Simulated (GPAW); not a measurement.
# MnGa7As8 (GaAs32 Mn2 d7p99): which magnetic order is lowest

Aim: find out whether MnGa7As8 (GaAs32 Mn2 d7p99) carries moments, and which collinear order costs least.

Program: GPAW 26.7.0. Level of theory: PBE; plane waves with GPAW's PAW setups, scalar-relativistic. Results are calculated unless marked as measured.

**1. Starting point**

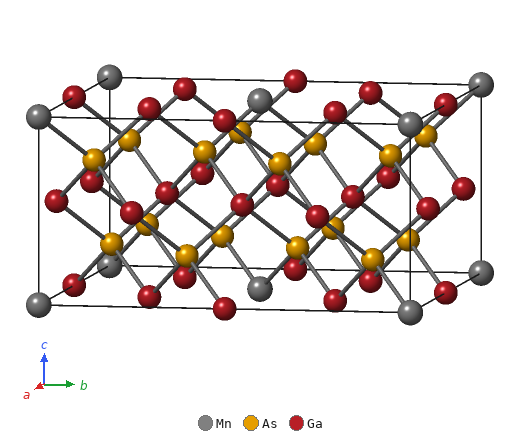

The cell as given, slightly off an axis (manganese grey, arsenic orange, gallium red). Bonds to atoms that aren't drawn are left out. Some periodic images of atoms are drawn too.

The cell is a made-up one and need not be a known phase.

**2. Order 1, typed as ferro ++**

The parallel start comes first: it fits the smallest cell, keeps the most symmetry and shows whether parallel moments form.

Input file order1.py:

```python
import json
import numpy as np
from ase import Atoms
from ase.parallel import paropen, parprint
from gpaw import GPAW

atoms = Atoms(['Mn', 'As', 'Ga', 'As', 'Ga', 'As', 'Ga', 'As', 'Ga', 'As', 'Ga', 'As', 'Ga', 'As', 'Ga', 'As', 'Ga', 'As', 'Ga', 'As', 'Ga', 'As', 'Ga', 'As', 'Mn', 'As', 'Ga', 'As', 'Ga', 'As', 'Ga', 'As'],
    cell=[[11.306, 0.0, 0.0],
         [0.0, 11.306, 0.0],
         [0.0, 0.0, 5.653]],
    scaled_positions=[[0.0, 0.0, 0.0],
         [0.125, 0.125, 0.25],
         [0.0, 0.25, 0.5],
         [0.125, 0.375, 0.75],
         [0.25, 0.0, 0.5],
         [0.375, 0.125, 0.75],
         [0.25, 0.25, 0.0],
         [0.375, 0.375, 0.25],
         [0.0, 0.5, 0.0],
         [0.125, 0.625, 0.25],
         [0.0, 0.75, 0.5],
         [0.125, 0.875, 0.75],
         [0.25, 0.5, 0.5],
         [0.375, 0.625, 0.75],
         [0.25, 0.75, 0.0],
         [0.375, 0.875, 0.25],
         [0.5, 0.0, 0.0],
         [0.625, 0.125, 0.25],
         [0.5, 0.25, 0.5],
         [0.625, 0.375, 0.75],
         [0.75, 0.0, 0.5],
         [0.875, 0.125, 0.75],
         [0.75, 0.25, 0.0],
         [0.875, 0.375, 0.25],
         [0.5, 0.5, 0.0],
         [0.625, 0.625, 0.25],
         [0.5, 0.75, 0.5],
         [0.625, 0.875, 0.75],
         [0.75, 0.5, 0.5],
         [0.875, 0.625, 0.75],
         [0.75, 0.75, 0.0],
         [0.875, 0.875, 0.25]],
    pbc=True,
    magmoms=[4.5, 0.0, 0.0, 0.0, 0.0, 0.0, 0.0, 0.0, 0.0, 0.0, 0.0, 0.0, 0.0, 0.0, 0.0, 0.0, 0.0, 0.0, 0.0, 0.0, 0.0, 0.0, 0.0, 0.0, 4.5, 0.0, 0.0, 0.0, 0.0, 0.0, 0.0, 0.0])
atoms.calc = GPAW(mode={'name': 'pw', 'ecut': 450},
    xc='PBE',
    kpts={'size': (3, 3, 5), 'gamma': True},
    occupations={'name': 'fermi-dirac', 'width': 0.05},
    convergence={'density': 1e-05, 'energy': 1e-05},
    maxiter=200,
    mixer={'name': 'pulay', 'beta': 0.05, 'nmaxold': 6, 'weight': 50},
    symmetry={'tolerance': 1e-4},
    txt='order1.txt')
e = atoms.get_potential_energy(force_consistent=True)
res = {'free_energy': e, 'energy_sigma0': atoms.get_potential_energy(), 'fermi_energy': atoms.calc.get_fermi_level()}
res['moments'] = atoms.get_magnetic_moments().tolist()
res['total'] = atoms.get_magnetic_moment()
parprint('site moments (muB):', np.round(res['moments'], 3))
parprint(f"total moment: {res['total']:.3f} muB")
parprint(f'free energy: {e:.6f} eV')
atoms.calc.write('order1.gpw')
with paropen('results.json', 'w') as f:
    json.dump(res, f)
```

The run is started by

```console
> OMP_NUM_THREADS=1 mpirun -n 4 gpaw python order1.py > order1.log
```

Numbers of over 12 decimals in the logs are rounded to 6 here.

Output:

```text
site moments (muB): [ 3.585e+00 -3.700e-02  1.600e-02 -1.000e-03  1.600e-02 -1.000e-03
  1.400e-02 -3.700e-02  8.000e-03 -1.000e-03  1.600e-02 -3.700e-02
  1.600e-02 -3.700e-02  1.400e-02 -1.000e-03  8.000e-03 -1.000e-03
  1.600e-02 -3.700e-02  1.600e-02 -3.700e-02  1.400e-02 -1.000e-03
  3.585e+00 -3.700e-02  1.600e-02 -1.000e-03  1.600e-02 -1.000e-03
  1.400e-02 -3.700e-02]
total moment: 8.000 muB
free energy: -142.731044 eV

--- order1.txt ---
Input parameters:
  mode=PW(ecut=450),
  convergence={'density': 1e-05, 'energy': 1e-05},
  kpts=MonkhorstPack(size=(3, 3, 5), gamma=True),
  maxiter=200,
  mixer=Pulay(name='pulay', nmaxold=6, beta=0.05, weight=50, sigma=0.015, g_ss=None),
  occupations=Occupations(name='fermi-dirac', width=0.05),
  symmetry=Symmetry(tolerance=0.0001),
  xc=XC(name='PBE')

Diagonalizing LCAO Hamiltonian
Converting LCAO to pw mode
        .---------------------------.
       /|                           |
      / |                           |
     /  |  As            As         |
    /   |       As            As    |
   /  Ga|           Ga              |
  /    As         As As         As  |
 *      .--Ga-------------Ga--------.
 |     / As As         As As       /
 | Ga /      Ga  Ga        Ga     /
 |   Ga Ga    As   Mn Ga    As   /
 |  /As            As           /
 | /      Ga            Ga     /
 |/                           /
 Mn------------Ga------------*

Atoms  # Å, Bohr magnetons
|    | symbol |        x |        y |        z |    initial magnetic moments |
|----|--------|----------|----------|----------|-----------------------------|
|  0 |     Mn | 0.000000 | 0.000000 | 0.000000 | ( 0.0000,  0.0000,  4.5000) |
|  1 |     As | 1.413250 | 1.413250 | 1.413250 | ( 0.0000,  0.0000,  0.0000) |
|  2 |     Ga | 0.000000 | 2.826500 | 2.826500 | ( 0.0000,  0.0000,  0.0000) |
|  3 |     As | 1.413250 | 4.239750 | 4.239750 | ( 0.0000,  0.0000,  0.0000) |
|  4 |     Ga | 2.826500 | 0.000000 | 2.826500 | ( 0.0000,  0.0000,  0.0000) |
|  5 |     As | 4.239750 | 1.413250 | 4.239750 | ( 0.0000,  0.0000,  0.0000) |
|  6 |     Ga | 2.826500 | 2.826500 | 0.000000 | ( 0.0000,  0.0000,  0.0000) |
|  7 |     As | 4.239750 | 4.239750 | 1.413250 | ( 0.0000,  0.0000,  0.0000) |
|  8 |     Ga | 0.000000 | 5.653000 | 0.000000 | ( 0.0000,  0.0000,  0.0000) |
|  9 |     As | 1.413250 | 7.066250 | 1.413250 | ( 0.0000,  0.0000,  0.0000) |
| 10 |     Ga | 0.000000 | 8.479500 | 2.826500 | ( 0.0000,  0.0000,  0.0000) |
| 11 |     As | 1.413250 | 9.892750 | 4.239750 | ( 0.0000,  0.0000,  0.0000) |
| 12 |     Ga | 2.826500 | 5.653000 | 2.826500 | ( 0.0000,  0.0000,  0.0000) |
| 13 |     As | 4.239750 | 7.066250 | 4.239750 | ( 0.0000,  0.0000,  0.0000) |
| 14 |     Ga | 2.826500 | 8.479500 | 0.000000 | ( 0.0000,  0.0000,  0.0000) |
| 15 |     As | 4.239750 | 9.892750 | 1.413250 | ( 0.0000,  0.0000,  0.0000) |
| 16 |     Ga | 5.653000 | 0.000000 | 0.000000 | ( 0.0000,  0.0000,  0.0000) |
| 17 |     As | 7.066250 | 1.413250 | 1.413250 | ( 0.0000,  0.0000,  0.0000) |
| 18 |     Ga | 5.653000 | 2.826500 | 2.826500 | ( 0.0000,  0.0000,  0.0000) |
| 19 |     As | 7.066250 | 4.239750 | 4.239750 | ( 0.0000,  0.0000,  0.0000) |
| 20 |     Ga | 8.479500 | 0.000000 | 2.826500 | ( 0.0000,  0.0000,  0.0000) |
| 21 |     As | 9.892750 | 1.413250 | 4.239750 | ( 0.0000,  0.0000,  0.0000) |
| 22 |     Ga | 8.479500 | 2.826500 | 0.000000 | ( 0.0000,  0.0000,  0.0000) |
| 23 |     As | 9.892750 | 4.239750 | 1.413250 | ( 0.0000,  0.0000,  0.0000) |
| 24 |     Mn | 5.653000 | 5.653000 | 0.000000 | ( 0.0000,  0.0000,  4.5000) |
| 25 |     As | 7.066250 | 7.066250 | 1.413250 | ( 0.0000,  0.0000,  0.0000) |
| 26 |     Ga | 5.653000 | 8.479500 | 2.826500 | ( 0.0000,  0.0000,  0.0000) |
| 27 |     As | 7.066250 | 9.892750 | 4.239750 | ( 0.0000,  0.0000,  0.0000) |
| 28 |     Ga | 8.479500 | 5.653000 | 2.826500 | ( 0.0000,  0.0000,  0.0000) |
| 29 |     As | 9.892750 | 7.066250 | 4.239750 | ( 0.0000,  0.0000,  0.0000) |
| 30 |     Ga | 8.479500 | 8.479500 | 0.000000 | ( 0.0000,  0.0000,  0.0000) |
| 31 |     As | 9.892750 | 9.892750 | 1.413250 | ( 0.0000,  0.0000,  0.0000) |

Unit cell  # Å
| periodic |         x |         y |        z |   lengths |    angles |
|----------|-----------|-----------|----------|-----------|-----------|
|      yes | 11.306000 |  0.000000 | 0.000000 | 11.306000 | 90.000000 |
|      yes |  0.000000 | 11.306000 | 0.000000 | 11.306000 | 90.000000 |
|      yes |  0.000000 |  0.000000 | 5.653000 |  5.653000 | 90.000000 |

Number of symmetries: 8

BZ-sampling:
  Number of BZ points: 45
  Number of IBZ points: 9

  Monkhorst-Pack size: [3, 3, 5]
  Monkhorst-Pack shift: [0, 0, 0]

K-points  # in reciprocal-cell coordinates
|   |                                coordinates |     weight |
|---|--------------------------------------------|------------|
| 0 | (  0.00000000,   0.00000000,   0.00000000) | 0.02222222 |
| 1 | (  0.00000000,   0.00000000,   0.20000000) | 0.04444444 |
| 2 | (  0.00000000,   0.00000000,   0.40000000) | 0.04444444 |
| 3 | (  0.33333333,   0.00000000,   0.00000000) | 0.08888889 |
| 4 | (  0.33333333,   0.00000000,   0.20000000) | 0.17777778 |
| 5 | (  0.33333333,   0.00000000,   0.40000000) | 0.17777778 |
| 6 | (  0.33333333,   0.33333333,   0.00000000) | 0.08888889 |
| 7 | (  0.33333333,   0.33333333,   0.20000000) | 0.17777778 |
| 8 | (  0.33333333,   0.33333333,   0.40000000) | 0.17777778 |

Plane wave coefficients: 15715
Cutoff: 450.000000 eV

Spin-components: 2 (collinear spins)
Bands:           101
Projectors:      162
Spin-degeneracy: 1
Datatype:        complex128

Parallelization:
  kpt:    4
  domain: 1
  band:   1

Density:
  Valence electrons: 152.0
  Components: 2
  Grid points: [56 56 28]
  Charge: 0.0  # |e|

Potential:
  Grid points: [56 56 28]

species:
  Mn:
    name:    Manganese
    Z:       25.0
    valence: 15
    core:    10
    charge:  0.0  # [|e|]
    compensation charges:
      type: gauss
      rc: 0.38  # [Å]
      lmax: 2
    cutoffs:
      filter: 2.14  # [Å]
      core: 0.86  # [Å]
    projectors
    | kind |    occ | energy [eV] | rcut [Å] |
    |------|--------|-------------|----------|
    |   3s |  2.000 |     -85.859 |    1.275 |
    |   4s |  2.000 |      -5.106 |    1.275 |
    |   3p |  6.000 |     -54.597 |    1.281 |
    |   4p |  0.000 |      -1.371 |    1.281 |
    |   3d |  5.000 |      -6.771 |    1.138 |
    |    d |        |      20.441 |    1.138 |

    Using partial waves for Mn as LCAO basis

  As:
    name:    Arsenic
    Z:       33.0
    valence: 5
    core:    28
    charge:  0.0  # [|e|]
    compensation charges:
      type: gauss
      rc: 0.33  # [Å]
      lmax: 2
    cutoffs:
      filter: 1.87  # [Å]
      core: 2.96  # [Å]
    projectors
    | kind |    occ | energy [eV] | rcut [Å] |
    |------|--------|-------------|----------|
    |   4s |  2.000 |     -14.487 |    1.058 |
    |   4p |  3.000 |      -5.196 |    1.058 |
    |    s |        |      12.725 |    1.058 |
    |    p |        |      22.016 |    1.058 |
    |    d |        |       0.000 |    1.058 |

    Using partial waves for As as LCAO basis

  Ga:
    name:    Gallium
    Z:       31.0
    valence: 3
    core:    28
    charge:  0.0  # [|e|]
    compensation charges:
      type: gauss
      rc: 0.37  # [Å]
      lmax: 2
    cutoffs:
      filter: 2.06  # [Å]
      core: 4.17  # [Å]
    projectors
    | kind |    occ | energy [eV] | rcut [Å] |
    |------|--------|-------------|----------|
    |   4s |  2.000 |      -8.945 |    1.164 |
    |   4p |  1.000 |      -2.580 |    1.164 |
    |    s |        |      18.266 |    1.164 |
    |    p |        |      24.631 |    1.164 |
    |    d |        |       0.000 |    1.164 |

    Using partial waves for Ga as LCAO basis

Reference energy: -1787461.155153  # eV

eigensolver:
  PPCG
  Converge bands: occupied
  niter=2

density mixing:
  Pulay-Mixer
  Linear mixing parameters: 0.05
  Old densities: 6
  Fourier metric: weight=50, sigma=0.015

occupation numbers:
  Fermi-Dirac:
    width: 0.0500  # eV

poisson solver:
  ecut: 3600.000000  # eV

xc functional:
  name: PBE with 2 nearest neighbor stencil

convergence criteria:
- Maximum integral of absolute [dens]ity change: 1e-05 electrons / valence electron
- Maximum [total energy] change in last 3 cyles: 1e-05 eV / valence electron
- Maximum integral of absolute [eigenst]ate change: 4e-08 eV^2 / valence electron
maximum number of iterations: 200

SCF iterations
|iter     |      energy | eigst |  dens |  magmom |
|---------|-------------|-------|-------|---------|
|iter:   1|       0s | -144.066990 | -0.02 |       |  +9.0181|
|iter:   2|      19s | -143.590342 | -1.49 | -0.92 |  +8.9676|
|iter:   3|      38s | -143.042841 | -1.88 | -0.96 |  +8.8535|
|iter:   4|      58s | -142.906323 | -1.09 | -1.03 |  +8.2560|
|iter:   5|      77s | -142.805258 | -2.41 | -1.46 |  +8.2487|
|iter:   6|      95s | -142.772881 | -2.23 | -1.50 |  +7.9718|
|iter:   7|     112s | -142.718018 | -2.55 | -1.83 |  +7.9834|
|iter:   8|     129s | -142.708938 | -3.41 | -2.17 |  +7.9921|
|iter:   9|     146s | -142.706912 | -4.11 | -2.35 |  +7.9990|
|iter:  10|     162s | -142.707761 | -3.93 | -2.49 |  +8.0002|
|iter:  11|     179s | -142.707221c| -4.51 | -2.72 |  +8.0014|
|iter:  12|     197s | -142.707272c| -5.27 | -2.90 |  +8.0016|
|iter:  13|     217s | -142.707756c| -4.93 | -2.93 |  +7.9993|
|iter:  14|     236s | -142.707798c| -5.97 | -3.28 |  +7.9993|
|iter:  15|     254s | -142.707871c| -5.80 | -3.35 |  +7.9995|
|iter:  16|     274s | -142.707886c| -6.62 | -3.44 |  +7.9994|
|iter:  17|     294s | -142.707915c| -6.28 | -3.51 |  +7.9996|
|iter:  18|     315s | -142.707929c| -6.44 | -3.74 |  +7.9997|
|iter:  19|     336s | -142.707931c| -6.94 | -3.92 |  +7.9998|
|iter:  20|     347s | -142.707931c| -8.02c| -4.05 |  +7.9998|
|iter:  21|     366s | -142.707931c| -7.20 | -4.10 |  +8.0001|
|iter:  22|     376s | -142.707931c| -8.21c| -4.47 |  +8.0001|
|iter:  23|     388s | -142.707931c| -8.23c| -4.44 |  +8.0001|
|iter:  24|     398s | -142.707931c| -8.26c| -4.50 |  +8.0001|
|iter:  25|     409s | -142.707931c| -8.31c| -4.61 |  +8.0001|
|iter:  26|     420s | -142.707931c| -8.99c| -4.64 |  +8.0001|
|iter:  27|     430s | -142.707931c| -8.43c| -4.69 |  +8.0002|
|iter:  28|     441s | -142.707931c| -8.71c| -4.92 |  +8.0002|
|iter:  29|     455s | -142.707931c| -9.04c| -5.04c|  +8.0002|

Converged in 29 steps
Energy contributions relative to reference atoms: (reference = -1787461.155153)

Energy contributions:
  Kinetic:         415.810638
  Coulomb:        -369.068350
  Zero:              0.561599
  External:          0.000000
  Xc:             -189.988705
  Entropy:          -0.046226
  Spinorbit:         0.000000
  ----------------------------
  Free energy:    -142.731044
  Extrapolated:   -142.707931

dipole moment: (-111.957647, -111.957647, -111.957644)  # |e|*Ang

Total magnetic moment: (0.000000, 0.000000, 8.000172)

Local magnetic moments
|        x |        y |         z |
|----------|----------|-----------|
| 0.000000 | 0.000000 |  3.584845 |  # Mn   0
| 0.000000 | 0.000000 | -0.036681 |  # As   1
| 0.000000 | 0.000000 |  0.016042 |  # Ga   2
| 0.000000 | 0.000000 | -0.000905 |  # As   3
| 0.000000 | 0.000000 |  0.016042 |  # Ga   4
| 0.000000 | 0.000000 | -0.000905 |  # As   5
| 0.000000 | 0.000000 |  0.013596 |  # Ga   6
| 0.000000 | 0.000000 | -0.036681 |  # As   7
| 0.000000 | 0.000000 |  0.007881 |  # Ga   8
| 0.000000 | 0.000000 | -0.000905 |  # As   9
| 0.000000 | 0.000000 |  0.016042 |  # Ga  10
| 0.000000 | 0.000000 | -0.036681 |  # As  11
| 0.000000 | 0.000000 |  0.016042 |  # Ga  12
| 0.000000 | 0.000000 | -0.036681 |  # As  13
| 0.000000 | 0.000000 |  0.013596 |  # Ga  14
| 0.000000 | 0.000000 | -0.000905 |  # As  15
[...]
| 0.000000 | 0.000000 |  0.013596 |  # Ga  22
| 0.000000 | 0.000000 | -0.000905 |  # As  23
| 0.000000 | 0.000000 |  3.584845 |  # Mn  24
| 0.000000 | 0.000000 | -0.036681 |  # As  25
| 0.000000 | 0.000000 |  0.016042 |  # Ga  26
| 0.000000 | 0.000000 | -0.000905 |  # As  27
| 0.000000 | 0.000000 |  0.016042 |  # Ga  28
| 0.000000 | 0.000000 | -0.000905 |  # As  29
| 0.000000 | 0.000000 |  0.013596 |  # Ga  30
| 0.000000 | 0.000000 | -0.036681 |  # As  31

Fermi level: 4.862
Eigenvalues  # (at kpt = [0.000, 0.000, 0.000])
| band index |      eig [eV] | occ [0-1] |      eig [eV] | occ [0-1] |
|------------|---------------|-----------|---------------|-----------|
|          0 |       -76.226 |     1.000 |       -72.262 |     1.000 |
|        ... |               |           |               |           |
|         68 |         3.191 |     1.000 |         3.660 |     1.000 |
|         69 |         3.297 |     1.000 |         4.320 |     1.000 |
|         70 |         3.297 |     1.000 |         4.472 |     1.000 |
|         71 |         3.433 |     1.000 |         4.472 |     1.000 |
|         72 |         3.660 |     1.000 |         5.443 |     0.000 |
|         73 |         3.925 |     1.000 |         5.597 |     0.000 |
|         74 |         4.141 |     1.000 |         5.706 |     0.000 |
|         75 |         4.141 |     1.000 |         5.739 |     0.000 |
|         76 |         4.146 |     1.000 |         6.092 |     0.000 |
|         77 |         4.146 |     1.000 |         6.121 |     0.000 |
|         78 |         4.468 |     1.000 |         6.121 |     0.000 |
|         79 |         5.374 |     0.000 |         6.164 |     0.000 |
|         80 |         5.548 |     0.000 |         6.320 |     0.000 |
|         81 |         5.548 |     0.000 |         6.320 |     0.000 |
|         82 |         5.678 |     0.000 |         6.337 |     0.000 |
|        ... |               |           |               |           |
|        100 |         8.878 |     0.000 |         8.942 |     0.000 |

No gap
No difference between direct/indirect transitions
```

Run time: 8.1 min. Hardware: 4 MPI ranks of Intel Xeon Platinum 8375C at 2.90GHz (Ice Lake), shared host; peak memory 2.3 GiB; 33 min of CPU time.

Spin moment in the augmentation sphere by element, in μB:

```csv
element,atoms,mean,spread (r.m.s.),least,largest
Mn,2,3.58,0.00,3.58,3.58
As,16,-0.02,0.02,-0.04,0.00
Ga,14,0.01,0.00,0.01,0.02
```

The atoms farthest from the mean of their element:

```csv
atom,"x, y, z (Å)",spin moment in the augmentation sphere (μB)
As4,"1.41, 4.24, 4.24",0.00
As6,"4.24, 1.41, 4.24",0.00
As16,"4.24, 9.89, 1.41",0.00
As10,"1.41, 7.07, 1.41",0.00
As28,"7.07, 9.89, 4.24",0.00
As30,"9.89, 7.07, 4.24",0.00
As24,"9.89, 4.24, 1.41",0.00
As18,"7.07, 1.41, 1.41",0.00
```

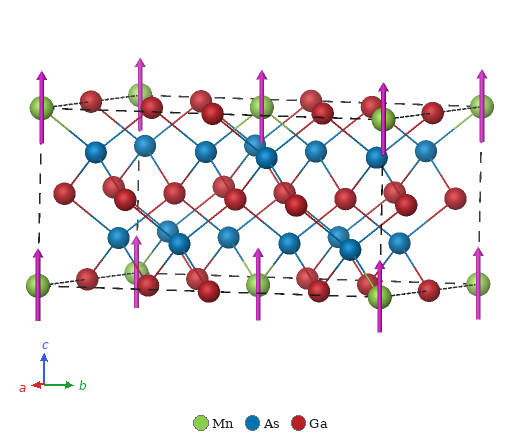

Spin moment in the augmentation sphere as arrows, the longest 3.58 μB. Up and down stand for the sign. Arrows give size and sign along the axis of quantisation, drawn up and down the page. Bonds to atoms that aren't drawn are left out. Some periodic images of atoms are drawn too.

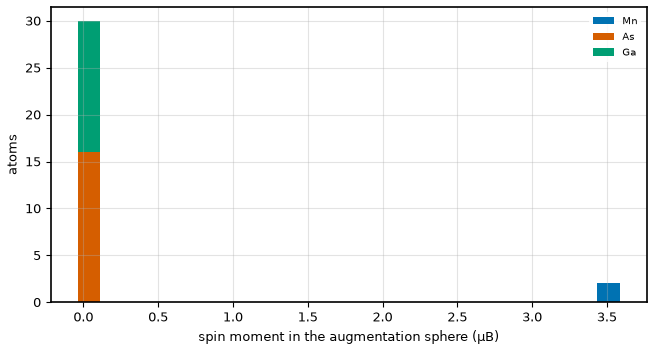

Spin moment in the augmentation sphere as a stacked histogram.

Numbers from this step:

```
magnetization : 8.000 μB
final state   : ferromagnetic
```

After 29 cycles the largest moment stands at 3.58 μB.

[end of part 1 of 2]

[Logs and program files are shortened in this print: banners, set-up blocks, solver, clock and traceback lines can be left out without a mark of their own.]

[Logs are printed without paths, hosts, clocks, repeated set-up lines and the standing remarks that a program may print on its own settings, such as how far it seeks lower states.]

[Hosts, paths, dates, database ids (printed as entryN), source tags and the programs' standing remarks are cut or masked in the printed files.]

[Where a cell is said to come from a database of computed structures, the database is the Materials Project.]
